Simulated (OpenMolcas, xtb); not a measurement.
How methods differ on InNH2F2 (SMILES [NH2][In]([F])[F])

The species is InNH2F2 (6 atoms), meant as a singlet with charge 0. SMILES: `[NH2][In]([F])[F]`. The coordinates come from a PBE0-D4/def2-TZVP relaxation.

Each level gives the electronic atomisation energy (eV). The values are calculated. Electronic energies at fixed atoms, without zero-point motion or spin-orbit coupling.

```csv
level,kind,program,value (eV),CPU time (all runs)
GFN0-xTB,semi-empirical,xtb,23.73,under 2 s
HF/def2-SVPD (core potential),Hartree–Fock,OpenMolcas,12.21,41 s
SVWN5/def2-SVPD (core potential),LDA,OpenMolcas,22.60,76 s
PBE/def2-SVPD (core potential),GGA,OpenMolcas,19.57,89 s
revPBE/def2-SVPD (core potential),GGA,OpenMolcas,18.66,97 s
M06-L/def2-SVPD (core potential),meta-GGA,OpenMolcas,19.03,2.4 min
TPSS/def2-SVPD (core potential),meta-GGA,OpenMolcas,19.20,2 min
BHLYP/def2-SVPD (core potential),global hybrid,OpenMolcas,17.77,81 s
```

The values span 12.21 to 23.73 eV. The xTB rows lack spin polarisation, so open shells miss the exchange term that lowers them. CPU times are rough (shared hosts, several kinds of processor): they show what a rung costs within a factor of a few.

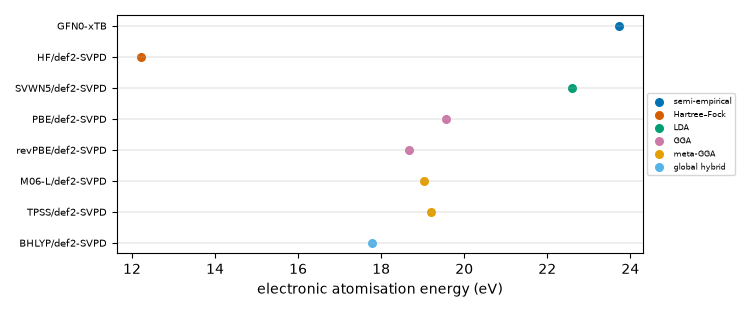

The values of the table, level by level.
